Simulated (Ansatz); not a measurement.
**Mo2NO2 monolayer: following an unstable mode**

Wanted: the energy along a soft mode of Mo2NO2 monolayer and the structure at the end.

Method: DFT PBEsol, scalar-relativistic, plane waves, PAW, in Ansatz 0.2.0.

### Step 1. Set-up

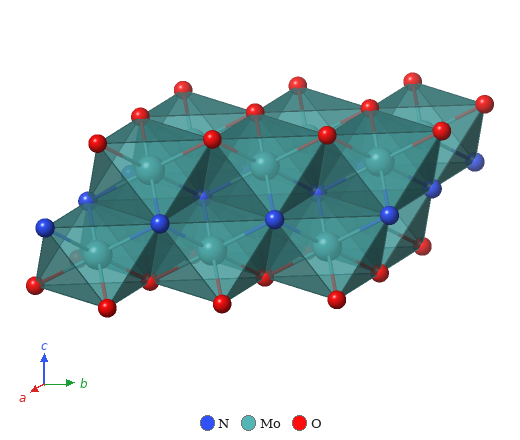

Start, viewed slightly off an axis; nitrogen blue, molybdenum teal, oxygen red. 2×3×1 cells are drawn. Some periodic images of atoms are drawn too.

The cell holds 5 atoms: 1 N, 2 Mo and 2 O. Its edges and angles: a = 3.128 Å, b = 3.128 Å, c = 32.600 Å, α = 90.0°, β = 90.0°, γ = 120.0°. Vacuum lies along c.

### Step 2. Phonons on a q mesh

The cell comes from relaxations at this level that are not shown. Stability and thermal properties need the whole zone. Linear response on a 4×4×1 q mesh gives force constants as far as a supercell of that size would.

input.yaml reads:

```yaml
crystal:
  lattice:
    - [3.1277744238, 0.0, 0.0]
    - [-1.5638872119, 2.7087321083, 0.0]
    - [0.0, 0.0, 32.6]
  atoms:
    - { symbol: "N", position: [0.0, 0.0, 0.3067484663] }
    - { symbol: Mo, position: [0.3333333333, 0.6666666667, 0.3385189321] }
    - { symbol: Mo, position: [0.6666666667, 0.3333333333, 0.2749780005] }
    - { symbol: O, position: [0.6666666667, 0.3333333333, 0.3700080734] }
    - { symbol: O, position: [0.3333333333, 0.6666666667, 0.2434888592] }
  periodic: [true, true, false]
kpoints:
  mp_grid: { grid: [20, 20, 1] }
hamiltonian:
  xc: pbesol
scf:
  occupations: { method: methfessel_paxton, width: 0.15 }
output:
  eigenvalues: true
phonons:
  method: dfpt
  qmesh: [4, 4, 1]
  temperatures: { t_max: 1000, t_step: 50 }
  qpath:
    path:
      - [0.0, 0.0, 0.0]
      - [0.5, 0.0, 0.0]
      - [0.33333333, 0.33333333, 0.0]
      - [0.0, 0.0, 0.0]
    npoints: 10
```

Run with:

```
> ansatz run input.yaml --threads 8 --pin off --max-ram 14336MiB --backend cpu --events-out ev --progress --plain --runs-dir out
```

Numbers of over 12 decimals in the logs are rounded to 6 here.

What it wrote:

```text
Warning: crystal.symmetry: narrowed to the stabiliser of the run's FFT grids — unitary ops 12 → 6. A phonons.method: dfpt run fills in the rows of the dynamical matrix that it does not solve by its symmetry operations, which is exact only for operations that map its FFT grids onto themselves: filled in by any other, the frequencies could depend on the order in which like atoms are typed, or, by more than the grids' own error, on where the crystal sits among the grids' points. Excluded: 6 operations. The run can therefore solve more perturbations, solve them on more k-points, or both, and cost more. [rest of the remark cut]
Engine: ansatz 0.2.0, aarch64-unknown-linux-gnu
Pseudopotentials: kind: paw
Pseudopotential: N, paw, valence charge 5, recommended cutoff 420 eV (normal), N.paw.azcp
Pseudopotential: Mo, paw, valence charge 14, recommended cutoff 420 eV (normal), Mo.paw.azcp
Pseudopotential: O, paw, valence charge 6, recommended cutoff 420 eV (normal), O.paw.azcp
Functional definition: PBEsol
  exchange = pbesol_x
  correlation = pbesol_c
Crystal: 5 atoms, lattice volume = 276.197 Å³
Basis set: ecut = 420 eV, 5353 PW (Γ), exchange–correlation on 48×48×450 points (8 copies of the dense FFT grid, shifted against one another)
Bands: 28, of which v1, the nominal top of the filled ones, is band 23 counted from 1 (22 counted from 0)
Symmetry: 12 space group operations
k-points: 44 of 400 (irreducible under 6 space group operations, time reversal used)
Non-local potential: N, projectors of the file, l = 0: 2, l = 1: 2, l = 2: 1
Non-local potential: Mo, projectors of the file, l = 0: 3, l = 1: 2, l = 2: 2, l = 3: 1
Non-local potential: O, projectors of the file, l = 0: 2, l = 1: 2, l = 2: 1
PAW form: soft (Blöchl's): semilocal exchange-correlation on the pseudo side does not see the compensation charge
PAW frozen core: N, regenerated for the run's functional, and the local potential with it (the file was generated under x = pbe(κ = 0.804, μ = 0.219515), c = pbe(β = 0.066725))
PAW frozen core: Mo, regenerated for the run's functional, and the local potential with it (the file was generated under x = pbe(κ = 0.804, μ = 0.219515), c = pbe(β = 0.066725))
PAW frozen core: O, regenerated for the run's functional, and the local potential with it (the file was generated under x = pbe(κ = 0.804, μ = 0.219515), c = pbe(β = 0.066725))
PAW one-centre angular grid: N, 110 points (default); XC on 64 Gauss nodes
PAW one-centre angular grid: Mo, 590 points (default); XC on 64 Gauss nodes
PAW one-centre angular grid: O, 110 points (default); XC on 64 Gauss nodes
Initial density: superposition of atomic densities (neutral atoms: chi_scale 0, normalization atom), corrected by the library's trained network
Initial wavefunctions: pseudopotential atomic-orbital guess
Functional: x = pbesol(κ = 0.804, μ = 0.123457), c = pbesol(β = 0.046)
SCF iter   1: F=—  HF=-11295.774289 eV  |F-HF|=—  |Δ(HF+E_count)|=         —  Δρ=6.12e-3  dr2=8.19e-2  ethr=1.77e-3  ⟨swp⟩=13.5  Hψ=9817  notcnv=0
preconditioner: auto → LDOS  [metal: Δε(μ)=0.057 eV  Ē_g=9.411 eV  σ=0.150 eV  W_gap=0.31  n_scr=20 (ndim 8)  ℏωp=12.0 eV  f_vac=0.789  D(μ)=2.56/eV (n_scr^D=12)  β→1.0]
SCF iter   2: F=—  HF=-11295.778824 eV  |F-HF|=—  |Δ(HF+E_count)|=   4.54e-3  S|Δr|=    0.00e0  Δρ=4.97e-3  dr2=8.29e-2  ethr=1.82e-4  ⟨swp⟩=3.2  Hψ=3439  notcnv=0  defer=42
SCF iter   3: F=—  HF=-11295.761390 eV  |F-HF|=—  |Δ(HF+E_count)|=   1.74e-2  S|Δr|=    0.00e0  Δρ=6.91e-4  dr2=1.28e-3  ethr=1.82e-4  ⟨swp⟩=3.1  Hψ=2342  notcnv=0  defer=42
SCF iter   4: F=—  HF=-11295.761402 eV  |F-HF|=—  |Δ(HF+E_count)|=   1.22e-5  S|Δr|=    0.00e0  Δρ=1.55e-4  dr2=3.35e-5  ethr=2.85e-6  ⟨swp⟩=4.0  Hψ=3193  notcnv=0  defer=42
SCF iter   5: F=—  HF=-11295.761417 eV  |F-HF|=—  |Δ(HF+E_count)|=   1.43e-5  S|Δr|=    0.00e0  Δρ=4.48e-5  dr2=4.55e-6  ethr=7.45e-8  ⟨swp⟩=3.7  Hψ=3189  notcnv=0  defer=42
SCF iter   6: F=—  HF=-11295.761416 eV  |F-HF|=—  |Δ(HF+E_count)|=   5.74e-7  S|Δr|=    0.00e0  Δρ=8.49e-6  dr2=7.88e-8  ethr=1.01e-8  ⟨swp⟩=3.1  Hψ=2735  notcnv=0  defer=42
SCF iter   7: F=—  HF=-11295.761212 eV  |F-HF|=—  |Δ(HF+E_count)|=   2.04e-4  S|Δr|=    0.00e0  Δρ=1.93e-6  dr2=6.34e-9  ethr=1.75e-10  ⟨swp⟩=3.9  Hψ=3308  notcnv=0  defer=12
SCF iter   8: F=—  HF=-11295.761212 eV  |F-HF|=—  |Δ(HF+E_count)|=   9.36e-8  S|Δr|=    0.00e0  Δρ=5.45e-7  dr2=3.59e-10  ethr=1.41e-11  ⟨swp⟩=3.7  Hψ=3070  notcnv=0  defer=12
SCF iter   9: F=—  HF=-11295.761212 eV  |F-HF|=—  |Δ(HF+E_count)|=   2.19e-8  S|Δr|=    0.00e0  Δρ=9.94e-8  dr2=1.99e-11  ethr=1.00e-12  ⟨swp⟩=3.3  Hψ=2875  notcnv=0  defer=12
SCF iter  10: F=-11295.761212 eV  HF=-11295.761212 eV  |F-HF|=1.56e-10  |Δ(HF+E_count)|=  3.46e-10  S|Δr|=    0.00e0  Δρ=2.74e-8  dr2=1.01e-12  ethr=1.00e-12  ⟨swp⟩=21.4  Hψ=11062  notcnv=0
SCF 1 converged in 10 iterations: F = -11295.761212 eV  dr2 = 1.01e-12
  greatest PAW one-centre occupation: 0.999 electrons in one spin orbital (limit 2), on the Mo atom at site 2 (counted from 0), in its partial waves of l = 0
phonons: the bands overlap, so this run is a metal and interpolates without the dipole-dipole term. If the crystal is really an insulator or semiconductor, its LO-TO splitting is missing
NSCF: frozen V_eff on 44 k-points
WARN: eigensolver did not converge (k=35): 1 band(s) unlocked after 2 eigensolves, warm-restarted (20 sweeps on the last) at ethr=1.38e-12 eV (storage-precision floor; scheduled 1.00e-12 eV) (lowest unlocked band 27, counted from 0; max residual 6.37e-6 eV among the unlocked bands, 6.37e-6 eV over every band; other slots of this pass that fall short are told together in one closing line; warning suppressed until the next SCF loop or pass starts)
NSCF: frozen V_eff on 111 k-points
DFPT response loops at q = (0, 0, 0) (fractional): preconditioner auto → none (partly filled bands, converged f_vac=0.788); β = 0.50; Broyden in place of MSR1
NSCF: frozen V_eff on 420 k-points
DFPT response loops at q = (0, 0.25, 0) (fractional): mixed as the last ones told, above
NSCF: frozen V_eff on 222 k-points
DFPT response loops at q = (0, -0.5, 0) (fractional): mixed as the last ones told, above
NSCF: frozen V_eff on 800 k-points
DFPT response loops at q = (0.25, 0.25, 0) (fractional): mixed as the last ones told, above
SCF converged after 10 iterations
Stability not checked: this state was not tested for a lower state beside it, because cold or Methfessel-Paxton smearing, or corrected tetrahedra, fill the levels in a way that the test cannot read (fill_not_monotonic; see scf.lower_state_search)
Free energy (F): -11295.761212 eV
Harris-Foulkes:  -11295.761212 eV  (|F-HF|=1.56e-10)
Internal energy: -11295.762931 eV  (E = F + TS)
E sigma→0 (E₀):  -11295.761642 eV
Entropy (-TS):   0.001719 eV (0.344 meV/atom)
Fermi energy:    -6.084139 eV
--- Per-component energies (eV) ---
  E_band       = -1172.484337
  E_kinetic    = 1365.464190
  E_local      = -143408.927414  (includes V_loc(G=0)·N_el)
  E_nonlocal   = 430.293196
  E_hartree    = 70770.004825
  E_xc         = -570.246278
  E_vxc        = -720.237257  (∫ρ·V_xc dr)
  E_paw        = -6713.603623  (= ΣΔE_a)
  E_vpaw       = -379.091697  (= ΣTr[D̂ρ^β])
  E_aug_tail   = 0.005032  (compensation charges beyond the density's cutoff)
  E_ewald      = 66830.729867
  E_core_change = 0.517273  (= ΣΔE_core)
  E_smearing   = 0.001719  (= −TS)
  E_closure    = -0.000000  (closes the sum)
  Σ components = -11295.761212   (vs F -11295.761212, Δ=0.00e0)
--- Band table (eV; the first three rows and the last of 44) ---
  k-point 0: bands = [... 19 lower, -9.1655, -8.6645, -8.6645, -6.4098, -5.3294, -5.3294, -4.4294, -3.4628, ... 1 higher]
  k-point 1: bands = [... 19 lower, -9.0978, -8.3980, -8.3866, -6.5007, -5.3100, -5.2259, -4.4183, -3.5129, ... 1 higher]
  k-point 2: bands = [... 19 lower, -8.9763, -8.1019, -7.9712, -6.6260, -5.2389, -5.0273, -4.3869, -3.6066, ... 1 higher]
  k-point 43: bands = [... 19 lower, -10.0966, -7.0614, -6.9142, -6.7386, -4.5513, -4.4204, -3.8469, -2.3288, ... 1 higher]
--- Phonons (Γ-DFPT): 10 representative perturbations + reference (Σ response iterations 51) ---
  ASR residual: 5.975e-5 → 0.000e0 eV/Å²; symmetrization residual: 1.028e-5 eV/Å²
  The last average, over the group as it would stand without the narrowing to the FFT grids, took up to 6.482e-6 eV/Å² of the zone centre's force constants
  ASR residual per site (eV/Å²): 3.07e-5 4.69e-5 5.97e-5 2.85e-5 2.46e-5
  Γ frequencies (cm⁻¹): 0.00 0.00 0.00 155.71 155.71 286.18 361.21 361.21 401.08 401.08 480.28 537.45 543.15 685.21 685.21
--- Phonons (arbitrary-q DFPT): 4 irreducible q on the 4×4×1 mesh ---
  q = [0.0000, 0.0000, 0.0000] (star 1, of the zone-centre solve; hermiticity 7.10e-7, symmetrization 1.93e-13, taken by the last average 2.24e-7): -0.00 -0.00 0.00 155.71 155.71 286.18 361.21 361.21 401.08 401.08 480.28 537.45 543.15 685.21 685.21
  q = [0.0000, 0.2500, 0.0000] (star 6, 15 solved perturbations on 210 of 400 k-point pairs; hermiticity 4.66e-7, symmetrization 5.16e-11, taken by the last average 2.79e-7): -165.65 -85.03 81.79 163.35 165.50 236.59 348.17 369.60 392.02 423.02 487.28 502.03 527.55 690.36 698.37
  q = [0.0000, -0.5000, 0.0000] (star 3, 15 solved perturbations on 111 of 400 k-point pairs; hermiticity 3.02e-7, symmetrization 6.53e-11, taken by the last average 2.13e-7): -131.38 -52.79 153.55 175.00 189.21 292.24 377.72 387.03 394.88 427.34 471.20 492.86 508.64 652.95 697.52
  q = [0.2500, 0.2500, 0.0000] (star 6, 10 solved perturbations in 3050 linear systems a pass and spin channel, the states on 400 of 400 k-point pairs; hermiticity 3.23e-7, symmetrization 1.46e-10, taken by the last average 2.25e-7): -136.75 86.42 151.99 163.99 183.52 290.36 355.16 394.68 405.68 406.16 478.36 480.29 522.73 687.66 717.18
  sum rule: each row above includes the acoustic sum rule's correction from the zone centre's row sums; it moved no ω² by more than (0.77 cm⁻¹)²
  mesh force constants: q→R imaginary residual 5.77e-18; ASR residual 5.975e-5 → 0.000e0 eV/Å²; symmetrization residual 1.421e-14 eV/Å²
  interpolated dispersion: 31 rows × 15 modes
  density of states and harmonic sums: on the 24×24×1 q-mesh, interpolated from the force constants of a 4×4×1 supercell (no non-analytic term)
  largest difference from the sums on the solved wave vectors: F 3.68e-2 eV, S 4.26e-5 and C_V 1.15e-5 eV/K
  zero-point energy: 0.321627 eV/cell   skipped modes (ω ≤ 0): 100, of them read as no rigid motion or as one in doubt: 97 (1.615e0 modes/cell left out, lowest -172.47 cm⁻¹)   left out of the sums: 1.08e-1 of the cell's modes: C_V's classical limit lies that fraction below 3 k_B per atom; for a crystal, a wire or a layer, F and S can be off by more, and a phonons.interpolated_qmesh denser along its periods is the remedy for the sampling
```

Elapsed: 18 min, on 8 threads of Arm Neoverse V2, shared host; peak memory 5.8 GiB.

Reading the cycles: dr2 is the Hartree energy of the density residual (eV), the measure of convergence; HF is the Harris–Foulkes estimate of the energy, which meets the free energy F at convergence.

This run has no spin polarisation, although Mo can carry a moment.

Numbers from this step:

```
gap on the k-mesh                                       : 0 eV
sum-rule residual before enforcement                    : 5.97e-5 eV/Å²
lowest frequency on the path                            : -172.5 cm⁻¹
point group                                             : -3m
highest frequency on the path or at a solved wavevector : 720.5 cm⁻¹
area per atom                                           : 1.694 Å²
highest optical mode at the zone centre (no LO-TO term) : 685.2 cm⁻¹
lowest optical zone-centre mode                         : 155.7 cm⁻¹
lowest mode on the q mesh (acoustic modes at Γ apart)   : -165.7 cm⁻¹
```

Frequencies (cm⁻¹) solved at each irreducible wavevector; negative means imaginary. Frequencies by wavevector, by row:

| q in reciprocal lattice units | star | mode 1 | mode 2 | mode 3 | mode 4 | mode 13 | mode 14 | mode 15 |
| --- | --- | --- | --- | --- | --- | --- | --- | --- |
| 0 0 0 | 1 | 0 | 0 | 0 | 155.7 | 543.1 | 685.2 | 685.2 |
| 0 0.25 0 | 6 | -165.7 | -85 | 81.8 | 163.3 | 527.5 | 690.4 | 698.4 |
| 0 -0.5 0 | 3 | -131.4 | -52.8 | 153.6 | 175 | 508.6 | 653 | 697.5 |
| 0.25 0.25 0 | 6 | -136.8 | 86.4 | 152 | 164 | 522.7 | 687.7 | 717.2 |

Interpolated from a 4×4×1 q mesh. The phonon branches at the labelled points (cm⁻¹):

| point | branch 1 | branch 2 | branch 3 | branch 4 | branch 12 | branch 13 | branch 14 | branch 15 |
| --- | --- | --- | --- | --- | --- | --- | --- | --- |
| Γ | 0 | 0 | 0 | 156 | 537 | 543 | 685 | 685 |
| M | -131 | -53 | 154 | 175 | 493 | 509 | 653 | 698 |
| K | 42 | 104 | 104 | 178 | 477 | 521 | 715 | 715 |
| Γ | 0 | 0 | 0 | 156 | 537 | 543 | 685 | 685 |

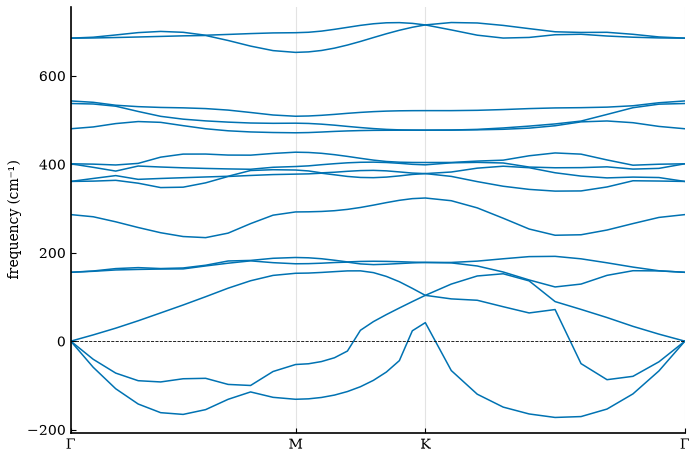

Phonon branches along the path.

Symmetry leaves 4 wavevectors to solve. The lowest mode among them, the acoustic zeros apart, lies at q = (0, 0.25, 0) and is imaginary, 165.7i cm⁻¹, so the energy falls along it. Between them the interpolated path dips to 172i cm⁻¹.

### Step 3. The mode frozen in, largest atomic shift 0 Å

The mode followed lies at q = (0, -0.5, 0) with frequency 52.8i cm⁻¹, one of the unstable modes though not the softest. At small amplitude the distorted cell has space group no. 13 by a symmetry search on the positions. The undistorted cell that holds it gives the zero of energy on the same k mesh.

System of this step: Mo2NO2 monolayer. The cell holds 10 atoms: 2 N, 4 Mo and 4 O. Its edges and angles: a = 3.128 Å, b = 5.417 Å, c = 32.600 Å, α = 90.0°, β = 90.0°, γ = 90.0°. It derives from Mo2NO2. Vacuum lies along c.

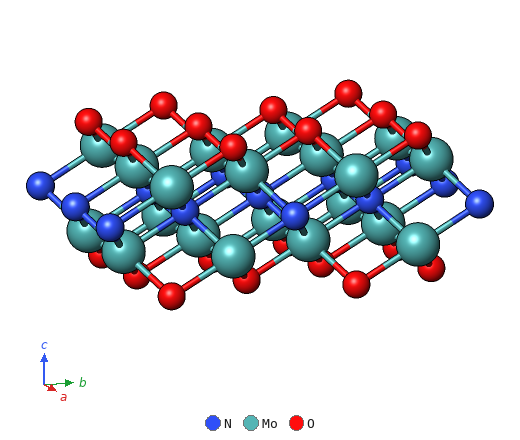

The cell of this step (nitrogen blue, molybdenum teal, oxygen red). 2×2×1 cells are drawn. Some periodic images of atoms are drawn too.

input.yaml reads:

```yaml
crystal:
  lattice:
    - [3.1277744238, 0.0, 0.0]
    - [-1.0e-10, 5.4174642167, 0.0]
    - [0.0, 0.0, 32.6]
  atoms:
    - { symbol: "N", position: [1.0, 0.0, 0.3067484663] }
    - { symbol: "N", position: [0.5, 0.5, 0.3067484663] }
    - { symbol: Mo, position: [0.0, 0.3333333333, 0.3385189321] }
    - { symbol: Mo, position: [0.5, 0.8333333333, 0.3385189321] }
    - { symbol: Mo, position: [0.5, 0.1666666667, 0.2749780005] }
    - { symbol: Mo, position: [1.0, 0.6666666667, 0.2749780005] }
    - { symbol: O, position: [0.5, 0.1666666667, 0.3700080734] }
    - { symbol: O, position: [1.0, 0.6666666667, 0.3700080734] }
    - { symbol: O, position: [0.0, 0.3333333333, 0.2434888592] }
    - { symbol: O, position: [0.5, 0.8333333333, 0.2434888592] }
  periodic: [true, true, false]
kpoints:
  mp_grid: { grid: [12, 8, 1] }
hamiltonian:
  xc: pbesol
scf:
  occupations: { method: methfessel_paxton, width: 0.15 }
output:
  forces: true
  stress: true
  eigenvalues: true
```

What it wrote:

```text
[...]
Crystal: 10 atoms, lattice volume = 552.394 Å³
Basis set: ecut = 420 eV, 10793 PW (Γ), exchange–correlation on 48×80×450 points (8 copies of the dense FFT grid, shifted against one another)
Bands: 55, of which v1, the nominal top of the filled ones, is band 45 counted from 1 (44 counted from 0)
Symmetry: 8 space group operations
[...]
k-points: 35 of 96
[...]
k-point 0: bands = [... 41 lower, -8.6653, -7.9925, -6.4110, -6.2613, -6.0323, -5.3307, -5.3305, -4.9413, ... 6 higher]
  k-point 1: bands = [... 41 lower, -8.2841, -8.0133, -6.5394, -6.3364, -5.9784, -5.2993, -5.1796, -4.8428, ... 6 higher]
  k-point 2: bands = [... 41 lower, -8.0073, -7.7753, -6.6359, -6.5287, -5.8764, -5.1766, -4.9379, -4.7175, ... 6 higher]
  k-point 34: bands = [... 41 lower, -7.9932, -6.2610, -6.2610, -6.0317, -6.0317, -4.9404, -4.9404, -4.7660, ... 6 higher]
[key lines of the parts left out:]
SCF converged after 7 iterations
Free energy (F): -22591.521481 eV
Fermi energy:    -6.090864 eV
P = ½ c Tr σ = -0.0327 N/m
```

Elapsed: 9.4 s, on 8 threads; peak memory 2.1 GiB.

This step gave:

```
energy from the undistorted cell : 0 meV/atom
```

### Step 4. The mode frozen in, largest atomic shift 0.08 Å

The atoms are moved along the unstable eigenvector, the largest shift by 0.08 Å, with the cell fixed.

input.yaml reads:

```yaml
crystal:
  lattice:
    - [3.1277744238, 0.0, 0.0]
    - [-1.0e-10, 5.4174642167, 0.0]
    - [0.0, 0.0, 32.6]
  atoms:
    - { symbol: "N", position: [1.0255772921, 0.0, 0.3067484663] }
    - { symbol: "N", position: [0.4744227079, 0.5, 0.3067484663] }
    - { symbol: Mo, position: [-0.0235092331, 0.3333333333, 0.3385189321] }
    - { symbol: Mo, position: [0.5235092331, 0.8333333333, 0.3385189321] }
    - { symbol: Mo, position: [0.5235092331, 0.1666666667, 0.2749780005] }
    - { symbol: Mo, position: [0.9764907669, 0.6666666667, 0.2749780005] }
    - { symbol: O, position: [0.4864211763, 0.1666666667, 0.3700080734] }
    - { symbol: O, position: [1.0135788237, 0.6666666667, 0.3700080734] }
    - { symbol: O, position: [0.0135788237, 0.3333333333, 0.2434888592] }
    - { symbol: O, position: [0.4864211763, 0.8333333333, 0.2434888592] }
  periodic: [true, true, false]
kpoints:
  mp_grid: { grid: [12, 8, 1] }
hamiltonian:
  xc: pbesol
scf:
  occupations: { method: methfessel_paxton, width: 0.15 }
output:
  forces: true
  stress: true
  eigenvalues: true
```

What it wrote:

```text
[...]
Crystal: 10 atoms, lattice volume = 552.394 Å³
Basis set: ecut = 420 eV, 10793 PW (Γ), exchange–correlation on 48×80×450 points (8 copies of the dense FFT grid, shifted against one another)
Bands: 55, of which v1, the nominal top of the filled ones, is band 45 counted from 1 (44 counted from 0)
Symmetry: 4 space group operations
[...]
k-points: 35 of 96
[...]
k-point 0: bands = [... 41 lower, -8.6170, -8.0097, -6.8103, -5.9728, -5.8890, -5.5219, -5.3559, -4.9228, ... 6 higher]
  k-point 1: bands = [... 41 lower, -8.2884, -8.0228, -6.9179, -5.9966, -5.9499, -5.4507, -5.1979, -4.8669, ... 6 higher]
  k-point 2: bands = [... 41 lower, -8.0213, -7.7999, -7.0578, -6.1595, -5.9044, -5.2610, -4.9484, -4.7348, ... 6 higher]
  k-point 34: bands = [... 41 lower, -8.0187, -6.2175, -6.2175, -6.0738, -6.0738, -4.9212, -4.9212, -4.7277, ... 6 higher]
[key lines of the parts left out:]
SCF converged after 7 iterations
Free energy (F): -22591.531488 eV
Fermi energy:    -6.051816 eV
P = ½ c Tr σ = -0.3751 N/m
```

Wall time 9.9 s (8 threads); peak memory 2.1 GiB.

Numbers from this step:

* energy from the undistorted cell: -1.121 meV/atom

The energy, extrapolated to zero smearing, is -1.12 meV/atom against the undistorted cell.

(Continued in part 2 of 3.)

[Logs are printed without paths, hosts, clocks, repeated set-up lines and the standing remarks that a program may print on its own settings, such as how far it seeks lower states.]

[Hosts, paths, dates, database ids (printed as entryN), source tags and the programs' standing remarks are cut or masked in the printed files.]
